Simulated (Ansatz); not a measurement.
```sh
ansatz run in.yaml --threads 4 --pin off --events-out ev --progress --plain --max-ram 10444MiB
```

```yaml
crystal:
  periodic: [false, false, false]
  atoms:
    - {symbol: O, position_ang: [-1.425687, -0.464781, 1.225327]}
    - {symbol: Mo, position_ang: [-0.363587, 0.268395, 0.198350]}
    - {symbol: O, position_ang: [1.380572, 0.060497, 0.847701]}
    - {symbol: O, position_ang: [-0.095763, -1.144206, -0.998143]}
    - {symbol: F, position_ang: [-1.219451, 1.117535, -1.223633]}
    - {symbol: F, position_ang: [-0.228568, 1.988265, 0.850896]}
    - {symbol: H, position_ang: [1.762344, -0.819521, 0.922051]}
    - {symbol: H, position_ang: [0.282442, -1.063185, -1.878452]}
basis:
  gaussian: {orbitals: def2-TZVPP}
hamiltonian: {xc: pbe0, dispersion: d4}
output: {orbitals: {seedname: orbitals}}
```

Describe the molecule in this file.

The molecule is F2H2MoO3. As SMILES it reads `[O]=[Mo]([OH])([OH])([F])[F]`. This geometry has C1 symmetry. Coordination, clear cases only: 2 O bent.

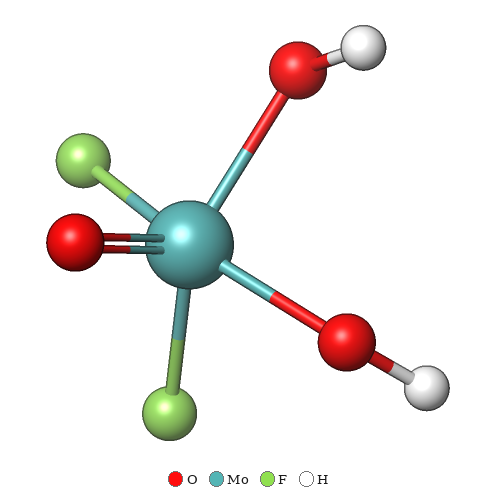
